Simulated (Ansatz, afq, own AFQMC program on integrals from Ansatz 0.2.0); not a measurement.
# ZrHCl2O (doublet): AFQMC on the coupled-cluster ladder as a fragment species, def2-TZVP

Aim: compute ZrHCl2O (doublet) with auxiliary-field quantum Monte Carlo on the same integrals as coupled cluster, and set the energies side by side.

Program: Ansatz 0.2.0, Gaussian basis, and an in-house AFQMC program (afq) on its integrals; all values are calculated. Level of theory: def2-TZVP, frozen cores. These are calculated values, not measurements.

To be run: PBE (unrestricted); CCSD(T) on UHF; r2SCAN (unrestricted); CCSD(T) on UHF; PBE0 (unrestricted); B3LYP (unrestricted); CCSD(T) on UHF; wB97M-V (unrestricted); B2PLYP (unrestricted); Phaseless AFQMC, CISD trial on UHF.

10 further runs of the same task are left out: 1 that didn't finish, 9 set aside as unsound or not needed.

**1. What is computed**

The geometry is a PBE0/def2-SVP stationary point (not a proven minimum). No spin-orbit coupling is included. Elements past krypton take def2 core potentials.

5 atoms, charge 0, spin multiplicity 2.

Atoms are counted from 1 here; the program's logs count them from 0.

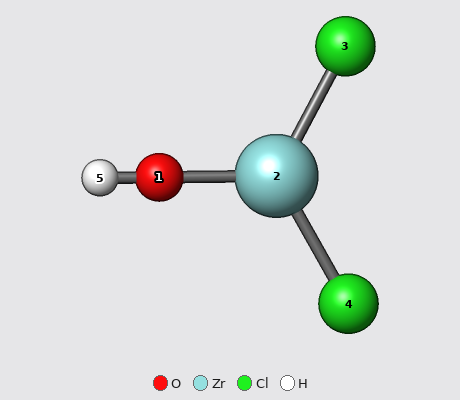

The geometry (oxygen red, zirconium light teal, chlorine green, hydrogen white); atoms are numbered from 1 in the order of the file.

**2. PBE (unrestricted)**

Contents of in.yaml:

```yaml
crystal:
  periodic: [false, false, false]
  atoms:
    - {symbol: O, position_ang: [-0.225294, 0.392093, 1.312644]}
    - {symbol: Zr, position_ang: [0.127329, -0.752337, -0.151305]}
    - {symbol: Cl, position_ang: [2.297164, -1.631834, -0.408633]}
    - {symbol: Cl, position_ang: [-1.622715, -1.262173, -1.643225]}
    - {symbol: H, position_ang: [-0.400484, 0.966250, 2.059420]}
basis:
  gaussian: {orbitals: def2-TZVP}
magnetization: {spin_polarized: true, initial_magnetization: 1}
hamiltonian: {xc: {name: PBE}}
output: {orbitals: {seedname: orbitals}}
```

The run is started by

```console
$ ansatz run in.yaml --threads 2 --pin off --events-out ev --progress --plain --max-ram 16640MiB --backend cpu
```

Output:

```text
Functional definition: PBE
  name "PBE"
  cite "Perdew, Burke & Ernzerhof, Phys. Rev. Lett. 77, 3865 (1996) doi:10.1103/PhysRevLett.77.3865"
  parent pbe
  parameter kappa = 0.804
  parameter beta = 0.06672455060314922
  exchange = pbe_x(kappa = kappa, mu = beta*pi^2/3)
  correlation = pbe_c(beta = beta)
1028 factors; their error is unknown
mean field evaluation 1: about -28376.0074 eV, gradient 5.0e1 eV
mean field evaluation 2: about -28266.2732 eV, gradient 1.4e2 eV
mean field evaluation 4: about -28382.3176 eV, gradient 1.9e1 eV
mean field evaluation 8: about -28384.2735 eV, gradient 2.2e-1 eV
mean field evaluation 16: about -28384.2699 eV, gradient 5.4e-4 eV
mean field -28384.26986489 eV, -1043.1026779855 hartree, gradient 3.4e-5 eV, S^2 0.752589; 3 other end points of the search recorded, 0 dependent functions left out
reference -28384.26992869 eV, -1043.1026803300 hartree; 28, 27 occupied and 123, 124 virtual orbitals, 1028 factors
Total energy: -28384.26992869 eV, -1043.1026803300 hartree
```

Run time: 3.8 s. Hardware: 2 threads of AMD EPYC 7R13 (Zen 3), shared host; peak memory 6.7 GiB.

From the report: ⟨S²⟩ of the determinant 0.753 (pure doublet: 0.75).

**3. CCSD(T) on UHF**

Changes to in.yaml since step 2:

```diff
@@ -11,3 +11,2 @@
 magnetization: {spin_polarized: true, initial_magnetization: 1}
-hamiltonian: {xc: {name: PBE}}
-output: {orbitals: {seedname: orbitals}}
+correlation: {method: ccsd_t, electrons: outside_noble_gas, hamiltonian_folder: ham}
```

The run is started by

```console
$ ansatz run in.yaml --threads 2 --pin off --events-out ev --progress --plain --max-ram 49920MiB --backend cuda --devices 0, --max-vram 37GiB
```

Output, shortened:

```text
Functional definition: HF
  name "HF"
  cite "Fock, Z. Phys. 61, 126 (1930) doi:10.1007/BF01340294"
  parent pbe
[...]
1048 factors; integrals over basis functions are off by at most 1.1e-3 eV
[...]
mean field -28334.32845422 eV, -1041.2673649950 hartree, gradient 3.0e-6 eV, S^2 0.755286; 10 other end points of the search recorded, 0 dependent functions left out
determinant -28334.32845422 eV, -1041.2673649950 hartree, with singles and doubles -28354.11688767 eV, -1041.9945765111 hartree
determinant -28333.45039285 eV, -1041.2350968348 hartree, with singles and doubles -28353.15391747 eV, -1041.9591880089 hartree
determinant -28332.88945089 eV, -1041.2144825981 hartree, with singles and doubles -28352.57726765 eV, -1041.9379965191 hartree
determinant -28331.18893437 eV, -1041.1519897686 hartree, with singles and doubles -28350.99934616 eV, -1041.8800089739 hartree
15 core orbitals not correlated: weight in the atoms' cores, before any rotation towards them, 0.929 or more for the frozen orbitals, at most 0.061 for the correlated occupied ones
reference -28334.32845422 eV, -1041.2673649950 hartree; 13, 12 occupied and 123, 124 virtual orbitals, 1048 factors
second order -18.88035218 eV of doubles, -0.00000000 eV of singles
cycle   1  -19.71117239 eV  change   -8.9e-1 eV  update   2.6e-2
[...]
cycle   9  -19.75050457 eV  change    1.3e-5 eV  update   3.1e-5
perturbative correction -0.84910719 eV, -0.0312041136 hartree
Total energy: -28354.92806598 eV, -1042.0243867642 hartree
```

Wall time 6.5 s (1 × NVIDIA H100 80GB HBM3 with 2 threads of AMD EPYC 7R13 (Zen 3), shared host); peak host memory 6.7 GiB.

From the report: ⟨S²⟩ of the determinant 0.755 (pure doublet: 0.75); correlation -20.5996 eV; T1 0.017; largest double amplitude 0.03.

This run also writes the integrals to the folder ham.

**4. r2SCAN (unrestricted)**

Changes to in.yaml since step 3:

```diff
@@ -11,2 +11,2 @@
 magnetization: {spin_polarized: true, initial_magnetization: 1}
-correlation: {method: ccsd_t, electrons: outside_noble_gas, hamiltonian_folder: ham}
+hamiltonian: {xc: {name: r2SCAN}}
```

The run is started by

```console
$ ansatz run in.yaml --threads 2 --pin off --events-out ev --progress --plain --max-ram 16640MiB --backend cpu
```

Output:

```text
Functional definition: r2SCAN
  name "r2SCAN"
  cite "Furness, Kaplan, Ning, Perdew & Sun, J. Phys. Chem. Lett. 11, 8208 (2020) doi:10.1021/acs.jpclett.0c02405"
  cite "Furness, Kaplan, Ning, Perdew & Sun, J. Phys. Chem. Lett. 11, 9248 (2020) doi:10.1021/acs.jpclett.0c03077"
  parent r2scan
  parameter k0 = 0.174
  parameter k1 = 0.065
  parameter a1 = 4.9479
  exchange = r2scan_x(k0 = k0, k1 = k1, a1 = a1)
  correlation = r2scan_c
1028 factors; their error is unknown
mean field evaluation 1: about -28387.2781 eV, gradient 4.6e1 eV
mean field evaluation 2: about -28312.5193 eV, gradient 1.3e2 eV
mean field evaluation 4: about -28393.7188 eV, gradient 1.1e1 eV
mean field evaluation 8: about -28394.4279 eV, gradient 7.9e-2 eV
mean field evaluation 16: about -28394.4233 eV, gradient 1.6e-4 eV
mean field -28394.42333563 eV, -1043.4758111531 hartree, gradient 5.3e-5 eV, S^2 0.753328; 2 other end points of the search recorded, 0 dependent functions left out
reference -28394.42336120 eV, -1043.4758120926 hartree; 28, 27 occupied and 123, 124 virtual orbitals, 1028 factors
Total energy: -28394.42336120 eV, -1043.4758120926 hartree
```

It took 7.5 s on 2 threads of AMD EPYC 7R13 (Zen 3), shared host; peak memory 6.7 GiB.

From the report: ⟨S²⟩ of the determinant 0.753 (pure doublet: 0.75).

**5. CCSD(T) on UHF**

Changes to in.yaml since step 4:

```diff
@@ -9,4 +9,4 @@
 basis:
-  gaussian: {orbitals: def2-TZVP}
+  gaussian: {orbitals: def2-TZVPP}
 magnetization: {spin_polarized: true, initial_magnetization: 1}
-hamiltonian: {xc: {name: r2SCAN}}
+correlation: {method: ccsd_t, electrons: outside_noble_gas}
```

The run is started by

```console
$ ansatz run in.yaml --threads 2 --pin off --events-out ev --progress --plain --max-ram 49920MiB --backend cuda --devices 0, --max-vram 37GiB
```

Output, shortened:

```text
Functional definition: HF
  name "HF"
  cite "Fock, Z. Phys. 61, 126 (1930) doi:10.1007/BF01340294"
  parent pbe
[...]
1163 factors; integrals over basis functions are off by at most 8.1e-4 eV
[...]
mean field -28334.49713147 eV, -1041.2735637695 hartree, gradient 5.4e-6 eV, S^2 0.755360; 10 other end points of the search recorded, 0 dependent functions left out
determinant -28334.49713147 eV, -1041.2735637695 hartree, with singles and doubles -28354.70694206 eV, -1042.0162606100 hartree
determinant -28333.62042684 eV, -1041.2413454685 hartree, with singles and doubles -28353.75875025 eV, -1041.9814152039 hartree
determinant -28333.06831145 eV, -1041.2210556024 hartree, with singles and doubles -28353.19219676 eV, -1041.9605947472 hartree
determinant -28331.37485598 eV, -1041.1588222617 hartree, with singles and doubles -28351.62510329 eV, -1041.9030051241 hartree
15 core orbitals not correlated: weight in the atoms' cores, before any rotation towards them, 0.928 or more for the frozen orbitals, at most 0.062 for the correlated occupied ones
reference -28334.49713147 eV, -1041.2735637695 hartree; 13, 12 occupied and 157, 158 virtual orbitals, 1163 factors
second order -19.33256227 eV of doubles, -0.00000000 eV of singles
cycle   1  -20.10197635 eV  change    -1.0e0 eV  update   2.9e-2
[...]
cycle  10  -20.15653332 eV  change    1.6e-5 eV  update   1.9e-5
perturbative correction -0.89401574 eV, -0.0328544726 hartree
Total energy: -28355.54768053 eV, -1042.0471571791 hartree
```

Wall time 7.5 s (1 × NVIDIA H100 80GB HBM3 with 2 threads of AMD EPYC 7R13 (Zen 3), shared host); peak host memory 6.7 GiB.

From the report: ⟨S²⟩ of the determinant 0.755 (pure doublet: 0.75); correlation -21.0505 eV; T1 0.017; largest double amplitude 0.03.

**6. PBE0 (unrestricted)**

Changes to in.yaml since step 5:

```diff
@@ -9,4 +9,5 @@
 basis:
-  gaussian: {orbitals: def2-TZVPP}
+  gaussian: {orbitals: def2-TZVP}
 magnetization: {spin_polarized: true, initial_magnetization: 1}
-correlation: {method: ccsd_t, electrons: outside_noble_gas}
+hamiltonian: {xc: {name: PBE0}}
+output: {orbitals: {seedname: orbitals}}
```

The run is started by

```console
$ ansatz run in.yaml --threads 2 --pin off --events-out ev --progress --plain --max-ram 16640MiB --backend cpu
```

Output:

```text
Functional definition: PBE0
  name "PBE0"
  cite "Adamo & Barone, J. Chem. Phys. 110, 6158 (1999) doi:10.1063/1.478522"
  cite "Perdew, Burke & Ernzerhof, Phys. Rev. Lett. 77, 3865 (1996) doi:10.1103/PhysRevLett.77.3865"
  parent pbe
  parameter a = 0.25
  parameter kappa = 0.804
  parameter beta = 0.06672455060314922
  exchange = (1 - a)*pbe_x(kappa = kappa, mu = beta*pi^2/3) + a*exact_x
  correlation = pbe_c(beta = beta)
1130 factors; their error is unknown
mean field evaluation 1: about -28379.1420 eV, gradient 4.3e1 eV
mean field evaluation 2: about -28339.5027 eV, gradient 1.1e2 eV
mean field evaluation 4: about -28385.3281 eV, gradient 4.6e0 eV
mean field evaluation 8: about -28385.4358 eV, gradient 1.1e-1 eV
mean field evaluation 16: about -28385.5373 eV, gradient 3.8e-4 eV
mean field -28385.53727638 eV, -1043.1492544988 hartree, gradient 2.8e-5 eV, S^2 0.752776; 4 other end points of the search recorded, 0 dependent functions left out
reference -28385.53732211 eV, -1043.1492561791 hartree; 28, 27 occupied and 123, 124 virtual orbitals, 1130 factors
Total energy: -28385.53732211 eV, -1043.1492561791 hartree
```

It took 6.5 s on 2 threads of AMD EPYC 7R13 (Zen 3), shared host; peak memory 6.7 GiB.

From the report: ⟨S²⟩ of the determinant 0.753 (pure doublet: 0.75).

**7. B3LYP (unrestricted)**

Changes to in.yaml since step 6:

```diff
@@ -11,3 +11,2 @@
 magnetization: {spin_polarized: true, initial_magnetization: 1}
-hamiltonian: {xc: {name: PBE0}}
-output: {orbitals: {seedname: orbitals}}
+hamiltonian: {xc: {name: B3LYP}}
```

Same command.

Output, shortened:

```text
Functional definition: B3LYP
  name "B3LYP"
  cite "Stephens, Devlin, Chabalowski & Frisch, J. Phys. Chem. 98, 11623 (1994) doi:10.1021/j100096a001"
  cite "Becke, Phys. Rev. A 38, 3098 (1988) doi:10.1103/PhysRevA.38.3098"
  cite "Lee, Yang & Parr, Phys. Rev. B 37, 785 (1988) doi:10.1103/PhysRevB.37.785"
  cite "Vosko, Wilk & Nusair, Can. J. Phys. 58, 1200 (1980) doi:10.1139/p80-159"
[...]
1076 factors; their error is unknown
[...]
mean field -28397.59534683 eV, -1043.5923804147 hartree, gradient 5.7e-5 eV, S^2 0.751616; 2 other end points of the search recorded, 0 dependent functions left out
reference -28397.59562763 eV, -1043.5923907337 hartree; 28, 27 occupied and 123, 124 virtual orbitals, 1076 factors
Total energy: -28397.59562763 eV, -1043.5923907337 hartree
```

Wall time 5.5 s (2 threads of AMD EPYC 7R13 (Zen 3), shared host); peak memory 6.7 GiB.

From the report: ⟨S²⟩ of the determinant 0.752 (pure doublet: 0.75).

**8. CCSD(T) on UHF**

Changes to in.yaml since step 7:

```diff
@@ -9,4 +9,4 @@
 basis:
-  gaussian: {orbitals: def2-TZVP}
+  gaussian: {orbitals: "def2-QZVPP.json"}
 magnetization: {spin_polarized: true, initial_magnetization: 1}
-hamiltonian: {xc: {name: B3LYP}}
+correlation: {method: ccsd_t, electrons: outside_noble_gas}
```

The run is started by

```console
$ ansatz run in.yaml --threads 2 --pin off --events-out ev --progress --plain --max-ram 49920MiB --backend cuda --devices 0, --max-vram 37GiB
```

Output, shortened:

```text
Functional definition: HF
  name "HF"
  cite "Fock, Z. Phys. 61, 126 (1930) doi:10.1007/BF01340294"
  parent pbe
[...]
1876 factors; integrals over basis functions are off by at most 6.1e-4 eV
[...]
mean field -28335.37684320 eV, -1041.3058925793 hartree, gradient 2.2e-6 eV, S^2 0.755492; 10 other end points of the search recorded, 0 dependent functions left out
determinant -28335.37684320 eV, -1041.3058925793 hartree, with singles and doubles -28357.33950936 eV, -1042.1130056739 hartree
determinant -28334.50361272 eV, -1041.2738019510 hartree, with singles and doubles -28356.41545760 eV, -1042.0790473982 hartree
determinant -28333.95619771 eV, -1041.2536848206 hartree, with singles and doubles -28355.85693536 eV, -1042.0585220843 hartree
determinant -28332.26646705 eV, -1041.1915883642 hartree, with singles and doubles -28354.31913595 eV, -1042.0020089983 hartree
15 core orbitals not correlated: weight in the atoms' cores, before any rotation towards them, 0.926 or more for the frozen orbitals, at most 0.063 for the correlated occupied ones
reference -28335.37684320 eV, -1041.3058925793 hartree; 13, 12 occupied and 280, 281 virtual orbitals, 1876 factors
second order -21.07862508 eV of doubles, -0.00000000 eV of singles
cycle   1  -21.68273796 eV  change    -1.9e0 eV  update   3.2e-2
[...]
cycle  11  -21.75966503 eV  change   -7.0e-6 eV  update   1.0e-5
perturbative correction -1.03924857 eV, -0.0381916806 hartree
Total energy: -28358.17575680 eV, -1042.1437372004 hartree
```

Run time: 19 s. Hardware: 1 × NVIDIA H100 80GB HBM3 with 2 threads of AMD EPYC 7R13 (Zen 3), shared host; peak host memory 6.7 GiB.

From the report: ⟨S²⟩ of the determinant 0.755 (pure doublet: 0.75); correlation -22.7989 eV; T1 0.016; largest double amplitude 0.03.

**9. wB97M-V (unrestricted)**

Changes to in.yaml since step 8:

```diff
@@ -9,4 +9,5 @@
 basis:
-  gaussian: {orbitals: "def2-QZVPP.json"}
+  gaussian: {orbitals: def2-TZVP}
 magnetization: {spin_polarized: true, initial_magnetization: 1}
-correlation: {method: ccsd_t, electrons: outside_noble_gas}
+hamiltonian: {xc: {name: wB97M-V}}
+output: {orbitals: {seedname: orbitals}}
```

The run is started by

```console
$ ansatz run in.yaml --threads 2 --pin off --events-out ev --progress --plain --max-ram 16640MiB --backend cpu
```

Output, shortened:

```text
Functional definition: wB97M-V
  name "wB97M-V"
  cite "Mardirossian & Head-Gordon, J. Chem. Phys. 144, 214110 (2016) doi:10.1063/1.4952647"
  cite "Becke, J. Chem. Phys. 107, 8554 (1997) doi:10.1063/1.475007"
  cite "Vydrov & Van Voorhis, J. Chem. Phys. 133, 244103 (2010) doi:10.1063/1.3521275"
  # Of w^i u^j: cxij and so on, Table III.
[...]
  gx(w, u) = 1 - cx + cx01*u + cx10*w
  gss(w, u) = css00 + css04*u^4 + css10*w + css20*w^2 + css43*w^4*u^3
  gos(w, u) = cos00 + cos10*w + (cos20 + cos21*u)*w^2 + (cos60 + cos61*u)*w^6
[...]
      + integral(e_c_pw_mod_opposite_spin*gos(b97_w_opposite, b97_u_opposite)) + vv10(b, c)
1073 factors; their error is unknown
223 factors; integrals over basis functions are off by at most 2.5e-5 eV
[...]
mean field -28392.20149893 eV, -1043.3941601604 hartree, gradient 5.0e-5 eV, S^2 0.751066; 4 other end points of the search recorded, 0 dependent functions left out
reference -28392.20156999 eV, -1043.3941627718 hartree; 28, 27 occupied and 123, 124 virtual orbitals, 1073 factors
Total energy: -28392.20156999 eV, -1043.3941627718 hartree
```

It took 36 s on 2 threads of AMD EPYC 7R13 (Zen 3), shared host; peak memory 6.7 GiB.

From the report: ⟨S²⟩ of the determinant 0.751 (pure doublet: 0.75).

**10. B2PLYP (unrestricted)**

Changes to in.yaml since step 9:

```diff
@@ -11,3 +11,3 @@
 magnetization: {spin_polarized: true, initial_magnetization: 1}
-hamiltonian: {xc: {name: wB97M-V}}
-output: {orbitals: {seedname: orbitals}}
+hamiltonian: {xc: {name: B2PLYP}}
+correlation: {electrons: outside_noble_gas}
```

Same command.

Output, shortened:

```text
Functional definition: B2PLYP
  name "B2PLYP"
  cite "Grimme, J. Chem. Phys. 124, 034108 (2006) doi:10.1063/1.2148954"
  cite "Becke, Phys. Rev. A 38, 3098 (1988) doi:10.1103/PhysRevA.38.3098"
  cite "Lee, Yang & Parr, Phys. Rev. B 37, 785 (1988) doi:10.1103/PhysRevB.37.785"
[...]
1048 factors; integrals over basis functions are off by at most 1.1e-3 eV
[...]
mean field -28377.34641069 eV, -1042.8482457367 hartree, gradient 6.9e-6 eV, S^2 0.752421; 4 other end points of the search recorded, 0 dependent functions left out
15 core orbitals not correlated: weight in the atoms' cores, before any rotation towards them, 0.957 or more for the frozen orbitals, at most 0.035 for the correlated occupied ones
reference -28377.34658411 eV, -1042.8482521096 hartree; 13, 12 occupied and 123, 124 virtual orbitals, 1048 factors
second order -23.32680935 eV of doubles, -0.00000000 eV of singles
Total energy: -28383.64482263 eV, -1043.0797081062 hartree
```

Wall time 9 s (2 threads of AMD EPYC 7R13 (Zen 3), shared host); peak memory 6.7 GiB.

From the report: ⟨S²⟩ of the determinant 0.752 (pure doublet: 0.75).

**11. Phaseless AFQMC, CISD trial on UHF**

It reads the integrals that the CCSD(T) run on this determinant wrote.

The run is started by

```console
$ afq ham --method phaseless --trial cisd --walkers 400 --populations 10 --least-time 60 --time-step 0.005 --steps-per-block 50 --equilibration-blocks 40 --max-blocks 4000 --target-error 0.0003 --factor-cut 1e-05 --start spin_pure --seed 4107 --release-times 0.24,0.48,0.8,1.2 --release-step 0.04 --release-every 5 --taylor-order 6
```

Output:

```text
orbitals 136  electrons 13 12  factors 1020 of 1048
reference energy -1041.26736499 Eh
CCSD correlation -0.72581780 Eh in 14 cycles, weight of the determinant in the CISD state 0.7800
energy of the start -1041.992962 Eh
 block  time / (1/Eh)  mean weight  energy / Eh
     1     0.250  0.9999  -1041.969563
     2     0.500  0.9995  -1041.984139
     3     0.750  0.9989  -1041.995507
     4     1.000  1.0004  -1042.002267
     5     1.250  1.0009  -1042.008941
     6     1.500  1.0005  -1042.019834
     7     1.750  0.9992  -1042.021749
     8     2.000  1.0006  -1042.024439
     9     2.250  0.9996  -1042.021045
    10     2.500  0.9989  -1042.024002
    15     3.750  0.9983  -1042.023541
    22     5.500  0.9998  -1042.024930
    29     7.250  1.0001  -1042.034658
    36     9.000  1.0007  -1042.030349
    43    10.750  0.9986  -1042.030986
    50    12.500  1.0005  -1042.035600
    57    14.250  0.9986  -1042.033845
    64    16.000  0.9986  -1042.030743
    71    17.750  0.9998  -1042.022803
    78    19.500  1.0014  -1042.036141
    85    21.250  1.0002  -1042.026387
    92    23.000  0.9977  -1042.034696
    99    24.750  1.0011  -1042.023308
   106    26.500  1.0014  -1042.018570
   113    28.250  0.9994  -1042.027647
   120    30.000  1.0003  -1042.022420
   127    31.750  0.9993  -1042.028382
   134    33.500  1.0021  -1042.025691
   141    35.250  1.0019  -1042.024121
   148    37.000  1.0002  -1042.024749
   155    38.750  0.9988  -1042.030773
   162    40.500  0.9988  -1042.016099
   169    42.250  0.9994  -1042.021330
   176    44.000  1.0006  -1042.025855
   183    45.750  1.0015  -1042.020987
   190    47.500  1.0016  -1042.025217
   197    49.250  1.0003  -1042.028892
   204    51.000  0.9985  -1042.020959
   211    52.750  1.0020  -1042.028095
   218    54.500  1.0003  -1042.023246
   225    56.250  1.0008  -1042.030360
   232    58.000  0.9981  -1042.033397
   239    59.750  1.0013  -1042.022631
   246    61.500  1.0006  -1042.029322
   253    63.250  0.9988  -1042.029506
   260    65.000  0.9997  -1042.027955
   267    66.750  1.0001  -1042.020538
   274    68.500  1.0006  -1042.023671
   281    70.250  0.9982  -1042.017755
   288    72.000  1.0002  -1042.028753
   295    73.750  1.0025  -1042.026458
   302    75.500  0.9997  -1042.029701
error from the spread of 10 populations
released: time / (1/Eh)  energy / Eh  error  mean overlap
  0.24  -1042.026496  0.000910  0.9938
  0.48  -1042.028012  0.000779  0.9749
  0.80  -1042.027858  0.001020  0.9652
  1.20  -1042.026634  0.001148  0.9680
energy -1042.026804 +/- 0.000680 Eh
```

Wall time 5.5 min (1 × NVIDIA H100 80GB HBM3 with 4 threads of AMD EPYC 7R13 (Zen 3), shared host); peak host memory 6.7 GiB.

Energy -28354.9938 ± 0.0185 eV. Caveats: constraint bias not in the error; error above the target.

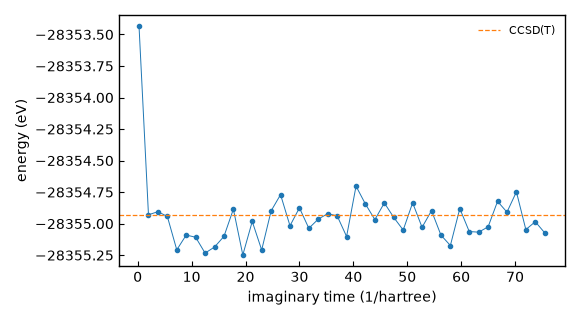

Block energies along the walk.

**12. AFQMC on the ladder**

On the UHF determinant, counted from CCSD(T) (a yardstick, not exact):

```tsv
level	energy (eV)	from CCSD(T) (meV)	statistical error (meV)	time
HF	-28334.3285	+20599.6		
MP2	-28353.2088	+1719.3		
CCSD	-28354.0790	+849.1		
CCSD(T)	-28354.9281	0.0		
Phaseless AFQMC, CISD trial, step 0.005, 400 walkers	-28354.9938	-65.8	18.5	5.5 min
```

The functionals' totals stand on their own zeros and serve differences with other points: PBE -28384.270 eV; r2SCAN -28394.423 eV; PBE0 -28385.537 eV; B3LYP -28397.596 eV; wB97M-V -28392.202 eV; B2PLYP -28383.645 eV.

**13. Summary of results**

```
                                       quantity             value
Phaseless AFQMC, CISD trial on UHF from CCSD(T)  -65.8 ± 18.5 meV
```

What this shows: On UHF the phaseless walk with the CISD trial lies -65.8 meV from CCSD(T), 4 times its error bar. Error bars are statistical and leave out the constraint, the time step and what remains of the start. Zr carries a core potential, and spin-orbit coupling is left out.
